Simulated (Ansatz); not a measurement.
GePH$_{5}$F$_{2}$: several calculations on one system

**1. Relaxation**

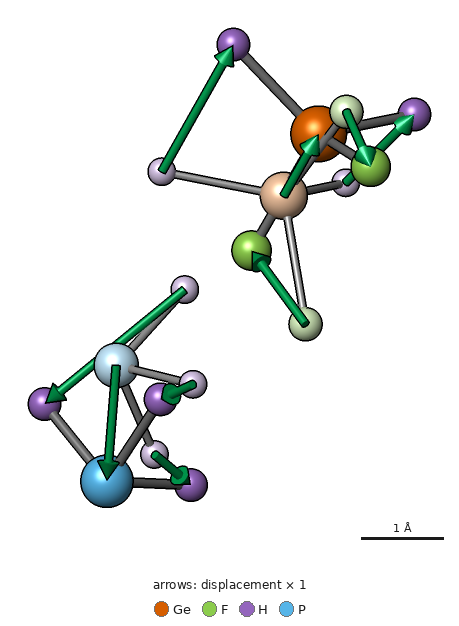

This is a relaxation of GePH5F2. The starting structure is drawn faded, the final one solid; green arrows show the displacements, at their true length. The two geometries are superimposed by the best rigid fit.

The picture is a ball-and-stick view, seen from a free direction.

The run prepares an end point of a later path (reaction) calculation, from a guessed geometry.

Theory: RKS B3LYP/def2-SVP in Ansatz. Settings: no spin polarisation; force threshold 0.03 eV/Å; at most 50 steps.

Describe the change and its energy.

The atom that moves furthest after the best rigid fit is an H atom (2.26 Å). By element the largest moves are H 2.26 Å, P 1.46 Å, F 1.35 Å, Ge 0.96 Å. Among the contacts that change: Ge–P 3.481 → 5.622 Å, F–Ge 1.712 → 1.741 Å, H–P 1.423 → 1.429 Å, F–Ge 1.740 → 1.735 Å. The energy falls by 0.176 eV in 34 accepted moves (39 points after the start). The largest force component goes from 1.1 to 0.019 eV/Å. The line search rejected the trial steps at points 2, 7, 28, 30, 36 of the run. The forces were under the threshold at step 24, but the run went on from there. Cost: 77 s on 2 threads of Arm Neoverse V2, on a shared host, peak memory 0.23 GiB.

**2. Relaxation**

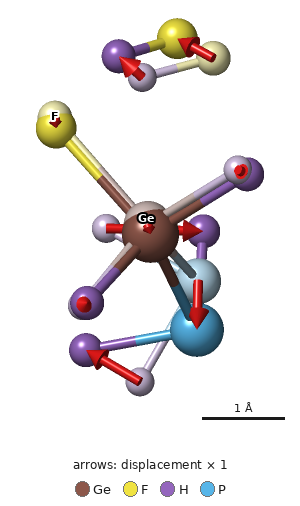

This is a relaxation of GePH5F2. The starting structure is drawn faded, the final one solid; red arrows show the displacements, at their true length. The two geometries are superimposed by the best rigid fit.

A ball-and-stick model, seen from a free direction.

The run prepares an end point of a later path (reaction) calculation, from a guessed geometry.

Level of theory: Ansatz, RKS B3LYP/def2-SVP. Set-up: no spin polarisation; force threshold 0.03 eV/Å; at most 50 steps.

Q: Atoms of which element are displaced furthest, and by how much?

A: Hydrogen: up to 1.20 Å, against 0.64 Å for phosphorus.

Q: What did the optimiser do to the structure, and how much energy did it gain?

A: Over 14 accepted moves (16 points after the start) the energy falls by 7.71 kcal/mol. Largest force component: 0.96 eV/Å at the start, 0.022 eV/Å at the end. The line search rejected the trial steps at points 3, 5 of the run. An H atom moves most after the best rigid fit: 1.20 Å. Largest moves by element: H 1.20 Å, P 0.64 Å, F 0.56 Å, Ge 0.12 Å. Some distances before and after: Ge–P 2.288 → 2.322 Å, F–H 0.931 → 0.943 Å, H–P 1.437 → 1.429 Å. Bond angles that change, for instance: F–Ge–P 100.7° → 109.5°, H–Ge–P 117.7° → 113.2°, H–P–H 91.8° → 94.3°. Groups turn about Ge–P by about 55°.

**3. Path**

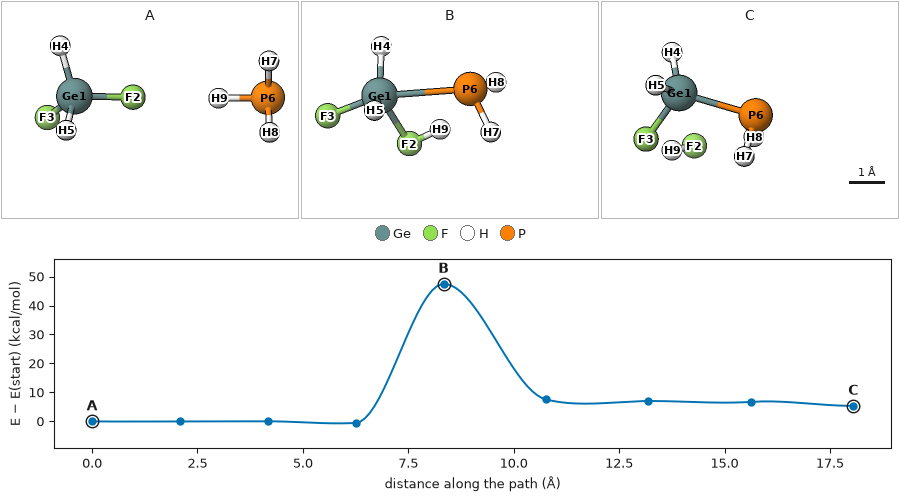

NEB run on GePH$_{5}$F$_{2}$, made up at the start of GeH$_{2}$F$_{2}$ and PH₃. Images are numbered from 0 (start) to 8 (end). Frames A to C are images 0, 4, 8. Style: ball-and-stick. Shown face on.

Theory: RKS B3LYP/def2-SVP in Ansatz. Run with 7 movable images; climbing image; force threshold 0.03 eV/Å; iteration limit 60; starting path through a guess of the saddle point.

Q: Describe the mechanism and the energy profile.

A: Breaking: Ge1–F2 (1.74 → 2.03 at the top → 3.24 Å), P6–H9 (1.43 → 1.88 at the top → 3.52 Å). Forming: F2–H9 (2.49 → 1.09 at the top → 0.94 Å), Ge1–P6 (5.62 → 2.68 at the top → 2.32 Å). The highest point, image 4, lies 47.5 kcal/mol above the start and 42.1 kcal/mol above the end; the end is at +5.4 kcal/mol relative to the start. Image 3 lies below both ends, at −0.5 kcal/mol, which points to an intermediate minimum that so few images don't resolve. The band converged in 46 iterations. The largest component of the band force went from 110 to 0.021 eV/Å. The climbing image converged on the top of the path. Its vibrational analysis gives one imaginary mode (713i cm⁻¹), as a transition state must have.

Limits of the set-up: the start holds two separate molecules, 2.5 Å apart at their closest, whose relative position is a soft coordinate and is computed without a dispersion correction.

Cost: 11 min on 2 threads of Arm Neoverse V2 (shared host), peak memory 0.24 GiB.
